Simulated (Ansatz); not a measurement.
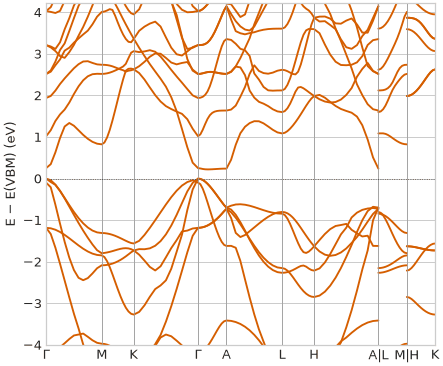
Figure: Band structure from r²SCAN (plane waves, PAW; program Ansatz)

### Question
Read off the gap and where the band edges lie.

### Answer
About 0.2 eV (0.22 eV by a search for the band edges); maximum at Γ, minimum on the Γ–A line, 35 % of the way from Γ.

The material is BaCd2Sb2 in space group P-3m1 (No. 164; Ba on 1a, Cd on 2d, Sb on 2d).

The workflow started from a Materials Project entry (that database holds measured and hypothetical structures alike); the Crystallography Open Database copy checked does not list it. Its standing as an ambient phase is unchecked. Symmetry was held in the r²SCAN relaxation; whether a distortion lowers the energy is not shown. Spin–orbit coupling is left out wherever it is not named.

Potentials: the later of the program's two PAW sets.
